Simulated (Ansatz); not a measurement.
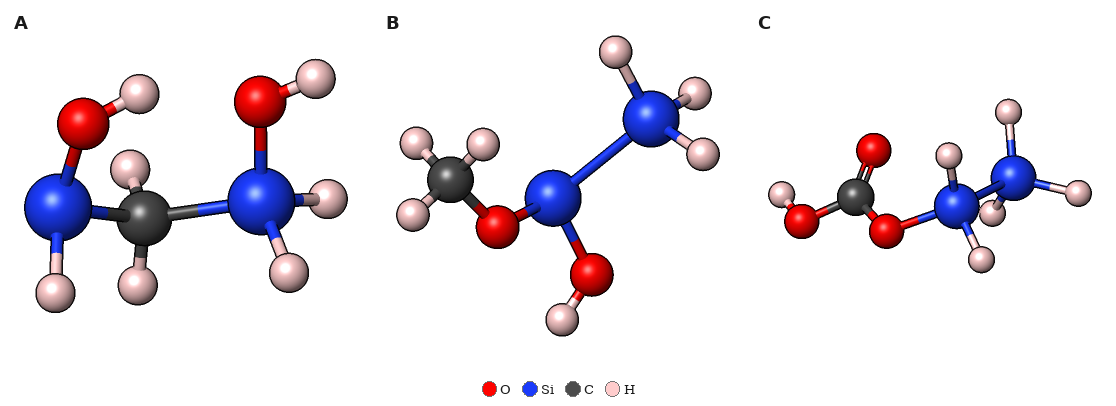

Figure made from data computed with Ansatz.

### Which panel belongs to which SMILES?
(1) CO[Si](O)[SiH3]
(2) O[SiH]C[SiH2]O
(3) O=C(O)O[SiH2][SiH3]

A is (2), B is (1), C is (3).
